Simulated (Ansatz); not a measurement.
# InCNClF (SMILES N#[C][In]([F])[Cl]) at PBE0/def2-SVP (core potential)

Aim: the vertical singlet–triplet gap of InCNClF at PBE0/def2-SVP (core potential), from 2 runs. 

Program for the calculation: Ansatz 0.2.0.

127 further runs of the same task are left out: 7 that didn't finish, 120 set aside as unsound or not needed.

### 1 The molecule

The species is InCNClF (5 atoms), meant as a singlet with charge 0. As SMILES, `N#[C][In]([F])[Cl]`. The shape is that of a PBE0-D4/def2-TZVP optimisation.

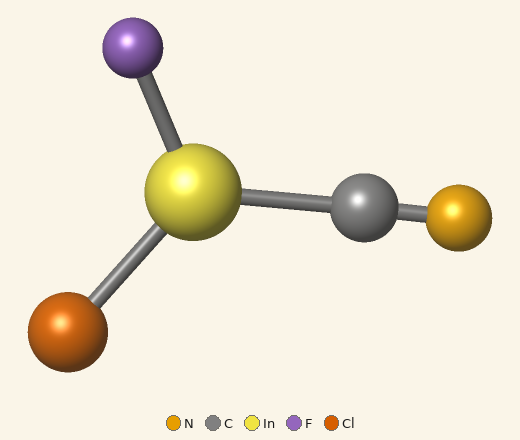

Viewed from a chosen angle; nitrogen amber, carbon grey, indium yellow, fluorine purple, chlorine orange.

### 2 A single-point energy at PBE0/def2-SVP (core potential)

File input.yaml:

```yaml
crystal:
  periodic: [false, false, false]
  atoms:
    - symbol: "N"
      position_ang: [-1.392600, 1.451400, 1.648800]
    - symbol: C
      position_ang: [-0.781900, 0.784400, 0.934900]
    - symbol: In
      position_ang: [0.330400, -0.389600, -0.376400]
    - symbol: F
      position_ang: [0.434400, -2.280900, -0.039700]
    - symbol: Cl
      position_ang: [1.459700, 0.361000, -2.209100]
basis:
  gaussian:
    orbitals: def2-SVP
hamiltonian:
  xc: {name: PBE0}
output: {orbitals: {seedname: orbitals}}
accuracy: high
```

Started as:

```
$ ansatz run input.yaml --threads 1 --pin off --max-ram 3480MiB --events-out events.jsonl --progress --plain --runs-dir runs
```

The program printed:

```text
Warning: RAYON_NUM_THREADS=1 ignored (pool sized by the plan → 1); use --threads N
Functional definition: PBE0
  name "PBE0"
  parameter a = 0.25
  parameter kappa = 0.804
  parameter beta = 0.06672455060314922
  exchange = (1 - a)*pbe_x(kappa = kappa, mu = beta*pi^2/3) + a*exact_x
  correlation = pbe_c(beta = beta)
1856 factors; integrals over basis functions are off by at most 7.9e-9 eV
mean field evaluation 1: about -22917.4405 eV, gradient 5.3e1 eV
mean field evaluation 2: about -22897.7818 eV, gradient 1.1e2 eV
mean field evaluation 4: about -22923.4270 eV, gradient 5.5e0 eV
mean field evaluation 8: about -22923.6314 eV, gradient 8.8e-1 eV
mean field evaluation 16: about -22923.6333 eV, gradient 1.9e-5 eV
mean field -22923.63330304 eV, -842.4279856899 hartree, gradient 4.8e-8 eV, S^2 0.000000; 0 other end points of the search recorded, 0 dependent functions left out
reference -22923.63330625 eV, -842.4279858081 hartree; 30, 30 occupied and 56, 56 virtual orbitals, 1856 factors
Total energy: -22923.63330625 eV, -842.4279858081 hartree
```

Run time: 14 s. Hardware: 1 thread of Arm Neoverse N1, shared host; peak memory 0.3 GiB.

### 3 The triplet at the same level

File run.yaml:

```yaml
crystal:
  periodic: [false, false, false]
  atoms:
    - symbol: "N"
      position_ang: [-1.392600, 1.451400, 1.648800]
    - symbol: C
      position_ang: [-0.781900, 0.784400, 0.934900]
    - symbol: In
      position_ang: [0.330400, -0.389600, -0.376400]
    - symbol: F
      position_ang: [0.434400, -2.280900, -0.039700]
    - symbol: Cl
      position_ang: [1.459700, 0.361000, -2.209100]
basis:
  gaussian:
    orbitals: def2-SVP
magnetization:
  spin_polarized: true
  initial_magnetization: 2
hamiltonian:
  xc: pbe0
accuracy: high
output: {orbitals: {seedname: orbitals}}
```

Started as:

```
$ ansatz run run.yaml --threads 1 --pin off --max-ram 3480MiB --events-out events.jsonl --progress --plain --runs-dir runs
```

The program printed:

```text
Warning: RAYON_NUM_THREADS=1 ignored (pool sized by the plan → 1); use --threads N
[... 7 set-up lines as earlier in the session ...]
1856 factors; integrals over basis functions are off by at most 7.9e-9 eV
mean field evaluation 1: about -22902.9486 eV, gradient 4.8e1 eV
mean field evaluation 2: about -22717.5616 eV, gradient 1.4e2 eV
mean field evaluation 4: about -22911.8483 eV, gradient 3.0e1 eV
mean field evaluation 8: about -22917.3519 eV, gradient 5.9e0 eV
mean field evaluation 16: about -22917.8875 eV, gradient 2.2e-2 eV
mean field evaluation 32: about -22917.8875 eV, gradient 2.6e-5 eV
mean field evaluation 64: about -22917.8326 eV, gradient 3.9e-1 eV
mean field evaluation 96: about -22917.7417 eV, gradient 8.5e-1 eV
mean field -22917.88747642 eV, -842.2168304563 hartree, gradient 9.1e-8 eV, S^2 2.004492; 8 other end points of the search recorded, 0 dependent functions left out
reference -22917.88747961 eV, -842.2168305737 hartree; 31, 29 occupied and 55, 57 virtual orbitals, 1856 factors
Total energy: -22917.88747961 eV, -842.2168305737 hartree
```

Wall time 81 s (1 thread of Arm Neoverse N1, shared host); peak memory 0.48 GiB.

### 4 Results

Level: PBE0/def2-SVP (core potential).

```
                                        quantity          value
                           singlet: total energy  -842.42799 Eh
                            singlet: HOMO energy       -9.74 eV
                            singlet: LUMO energy       -2.54 eV
                          singlet: HOMO–LUMO gap        7.19 eV
                           triplet: total energy  -842.21683 Eh
     triplet: HOMO energy (highest over α and β)       -5.22 eV
                                   triplet: ⟨S²⟩          2.004
vertical energy of the triplet above the singlet       5.746 eV
```

What this shows: At this shape the triplet lies 5.75 eV (133 kcal/mol) above the singlet.
